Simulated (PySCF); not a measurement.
# La(BH4)3: how tightly the ligands are held

Aim: take one ligand of each kind off La(BH4)3, with both parts rigid, and scan its distance from the metal. The structure is generated, not taken from experiment.

The runs use PySCF 2.14.0; PBE, La lcecp-1-SVP with ECP46, B def2-SVP, H def2-SVP; scalar-relativistic core potentials, no spin–orbit coupling.

3 further runs of the same task are left out: 2 for a known fault of the program, 1 that didn't finish.

### 1 Where the work starts

16 atoms, charge 0, spin multiplicity 1.

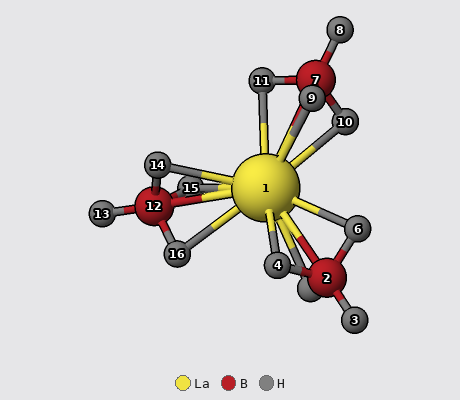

The structure; lanthanum yellow, boron red, hydrogen grey; atoms are numbered from 1 in the order of the file.

As a file:

```xyz
16
B3H12La
La    0.0000    0.0000    0.0000
B     2.6050    0.0115    0.0000
H     3.8188   -0.0064    0.0000
H     2.1061   -0.5818    1.0008
H     2.1061   -0.5818   -1.0008
H     2.1291    1.1744    0.0000
B    -1.3124    2.2502    0.0000
H    -1.9038    3.3104    0.0000
H    -0.5492    2.1149    1.0008
H    -0.5492    2.1149   -1.0008
H    -2.0816    1.2566    0.0000
B    -1.2925   -2.2617    0.0000
H    -1.9150   -3.3040    0.0000
H    -1.5570   -1.5331    1.0008
H    -1.5570   -1.5331   -1.0008
H    -0.0474   -2.4310    0.0000
```

Formal oxidation states: La +3. The 4f shell is empty and lies in the core potential. An earlier session relaxed this geometry at PBE, La lcecp-1-SVP with ECP46, B def2-SVP, H def2-SVP (singlet, point group C3h).

### 2 BH4 taken off

The ligand (atoms 2, 3, 4, 5, 6) keeps its formal charge and a closed shell where it can; ligand and rest are solved at the complex's geometry, in vacuum, with the settings of the relaxation.

| part | charge | state | energy (Eh) |
| --- | --- | --- | --- |
| complex | 0 | singlet | -113.178587 |
| ligand | -1 | singlet | -27.161579 |
| rest | 1 | singlet | -85.727569 |

It took 1.3 s on 4 threads of AMD EPYC 9R45 (Zen 5), shared host.

### 3 Rigid scan of BH4

Atoms 2, 3, 4, 5, 6 move together along the line from atom 1; the distance is to the donor, the donors' midpoint or the ring centre. Each point starts from the density of the one before.

| distance (Å) | energy from the relaxed point (eV) |
| --- | --- |
| 2.30 | 0.705 |
| 2.40 | 0.277 |
| 2.50 | 0.062 |
| 2.60 | 0.000 |
| 2.70 | 0.047 |
| 2.80 | 0.168 |
| 3.00 | 0.539 |
| 3.30 | 1.213 |
| 3.70 | 2.072 |
| 4.20 | 2.944 |

Run time: 15 s. Hardware: 4 threads of AMD EPYC 9R45 (Zen 5), shared host.

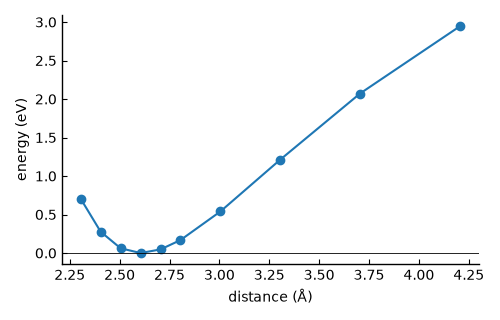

Energy along the rigid scan of BH4.

### 4 Outcome

```
                    quantity       value
              taking off BH4     7.88 eV
stiffness of the BH4 contact  10.8 eV/Å²
```

In words: Taking off BH4 as a fragment of charge -1 costs 7.88 eV, much of it the attraction of the two charges. Near 2.60 Å the BH4 contact has a stiffness of about 10.8 eV/Å², and the energy stands 2.94 eV higher at 4.20 Å. The free anion is solved without diffuse functions, no counterpoise correction is made, and the parts aren't relaxed; each of these makes the binding look larger. These are double-zeta-type bases without diffuse functions. Spin–orbit coupling is left out.
